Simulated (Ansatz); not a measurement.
# ClFH₃MgN···H₂O: what the fields show

Input file:

```
crystal:
  periodic: [false, false, false]
  atoms:
    - { symbol: Mg, position_ang: [-1.736382, -0.154177, -1.537132] }
    - { symbol: F, position_ang: [-1.037064, 1.620631, -1.420063] }
    - { symbol: Cl, position_ang: [-2.685474, -1.987619, -2.27591] }
    - { symbol: H, position_ang: [0.856083, -0.433288, 0.969246] }
    - { symbol: "N", position_ang: [0.090881, -1.079372, 1.171045] }
    - { symbol: H, position_ang: [1.016458, 1.57583, -0.71797] }
    - { symbol: O, position_ang: [1.718694, 1.381022, -0.07533] }
    - { symbol: H, position_ang: [0.458048, -2.029086, 1.128439] }
    - { symbol: H, position_ang: [-0.220068, -0.912793, 2.128114] }
    - { symbol: H, position_ang: [1.538824, 2.018852, 0.629462] }
basis:
  gaussian: { orbitals: def2-SVP }
hamiltonian:
  xc: b3lyp
  dispersion: d4
relax:
  f_tol: 0.03
  max_steps: 50
output:
  orbitals: {}
```

Run with:

```sh
ansatz run input.yaml --threads 2 --pin off --max-ram 3072MiB --backend cpu --events-out ev --progress --plain --runs-dir out
```

The fields are those of the relaxed geometry.

Level of theory: RKS B3LYP-D4/def2-SVP in Ansatz 0.2.0.

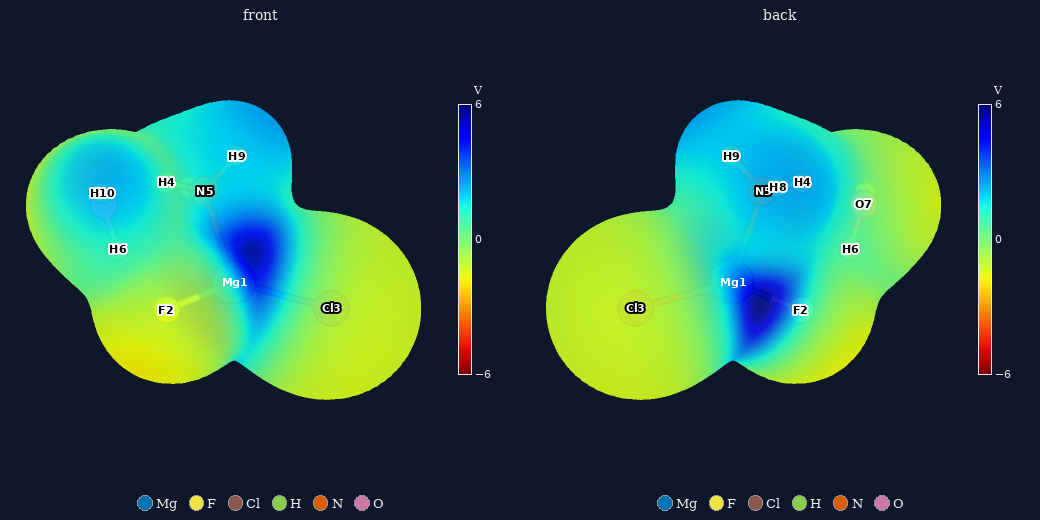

Figure 1. The electrostatic potential painted on the density surface at 0.002 e/bohr³, seen from the front and from behind; red is negative and blue positive.

### Where is the surface potential most negative and most positive?

The most negative region (about −1.8 V) lies over F2, the most positive (about +5.3 V) over Mg1.

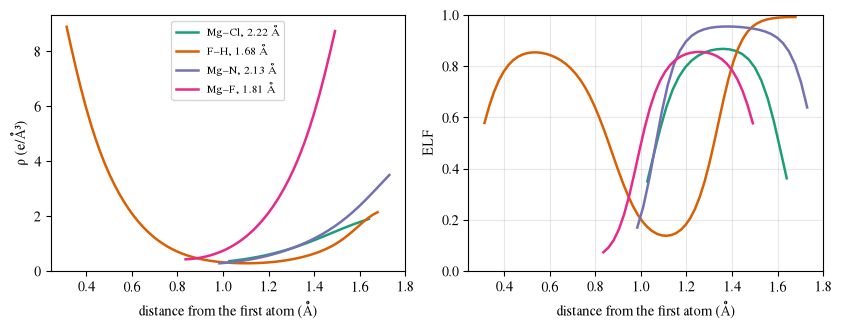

Figure 2. Total electron density and electron localisation function along straight lines between neighbouring atoms. The curves leave out the atomic cores.

### Compare the contacts.

Mg–Cl (2.22 Å): ρ at the midpoint is about 0.46 e/Å³; the ELF peaks at about 0.85 in the valence shell of Cl, 0.9 Å from its nucleus, and falls to about 0.05 next to Mg (a largely ionic contact).
F2···H6 (1.68 Å): the density falls to about 0.29 e/Å³ on the way; the ELF dips to about 0.15 between them; a closed-shell contact with the geometry of a hydrogen bond.
Mg–N (2.13 Å): ρ at the midpoint is about 0.35 e/Å³; the ELF peaks at about 0.95 in the valence shell of N, 0.7 Å from its nucleus, and falls to about 0.05 next to Mg; a closed-shell, largely ionic contact.
Mg–F (1.81 Å): the density is about 0.49 e/Å³ at the midpoint; the ELF peaks at about 0.85 in the valence shell of F, 0.5 Å from its nucleus, and is about 0.15 at the midpoint; a largely ionic contact.

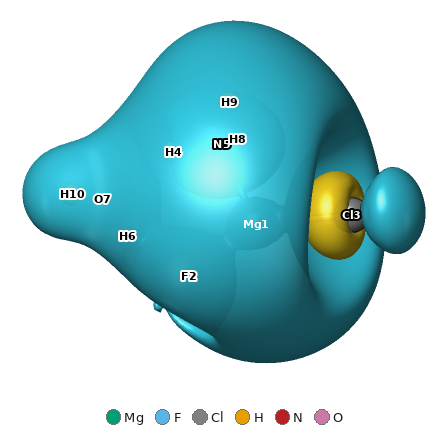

Figure 3. The LUMO at ±0.04 Å⁻³ᐟ² (yellow and cyan are the two phases), seen at a tilt.

### Where does this orbital lie, and at what energy?

It lies mainly on Mg1 (about 55 %), N5 (about 10 %), H8 (about 10 %), Cl3 (about 10 %) and H9 (about 10 %). Its energy is −0.92 eV.
